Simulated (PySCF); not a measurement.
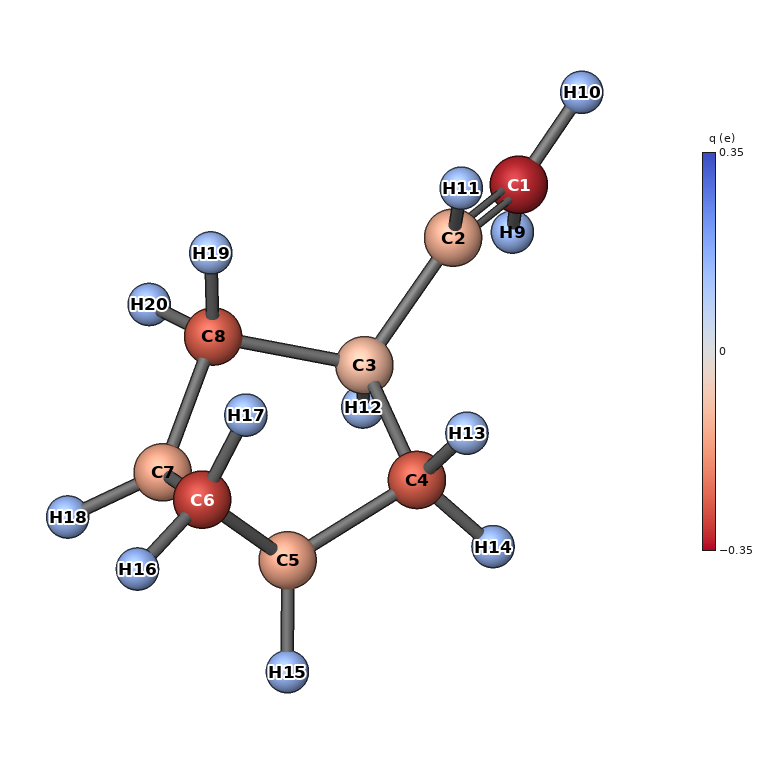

Atoms are coloured by their IAO charges. The computed structure is the end point of a GFN2-xTB optimisation. No frequency run is at hand to confirm it as a minimum. Properties computed with PBE0/pcSseg-1, gas phase (PySCF 2.14.0).

Which atom carries the highest charge (most positive or least negative)?

H10, H16 (0.15 e).

And the lowest?

C1 (−0.33 e).

List the IAO charges.

| atom | value (e) |
| --- | --- |
| C1 | −0.33 |
| C2 | −0.13 |
| C3 | −0.11 |
| C4 | −0.26 |
| C5 | −0.14 |
| C6 | −0.30 |
| C7 | −0.14 |
| C8 | −0.26 |
| H9 | 0.14 |
| H10 | 0.15 |
| H11 | 0.14 |
| H12 | 0.13 |
| H13 | 0.13 |
| H14 | 0.14 |
| H15 | 0.14 |
| H16 | 0.15 |
| H17 | 0.14 |
| H18 | 0.14 |
| H19 | 0.13 |
| H20 | 0.14 |
